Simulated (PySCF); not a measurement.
C2H6BCl, SMILES BCCCl at its PBE/def2-SVP optimised geometry (Å):

```
10

B      1.3686    -0.4882     0.0000
C     -0.1961    -0.4882     0.0000
C     -0.8938     0.8642     0.0000
Cl    -0.5437     1.7553     1.5399
H      1.9966     0.4980    -0.3431
H      1.9777    -1.5108     0.2589
H     -0.4329    -1.0248    -0.9589
H     -0.6142    -1.1546     0.7856
H     -1.9966     0.7879    -0.0678
H     -0.5325     1.5108    -0.8235
```

Calculation: PBE/def2-TZVP (PySCF 2.14.0).

Map of the Laplacian of the electron density (e/bohr⁵), clipped to [-1.50, 1.50] on the plane z = 0.6 Å:

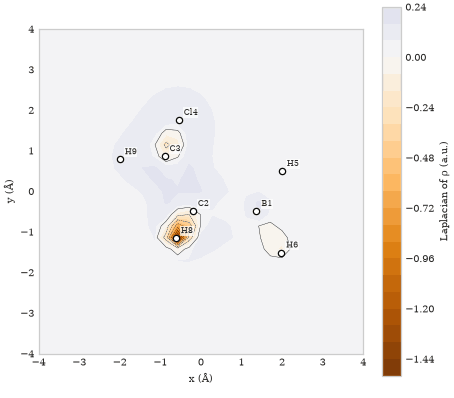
Figure. Laplacian of the electron density (e/bohr⁵), clipped to [-1.50, 1.50] on the plane z = 0.6 Å.
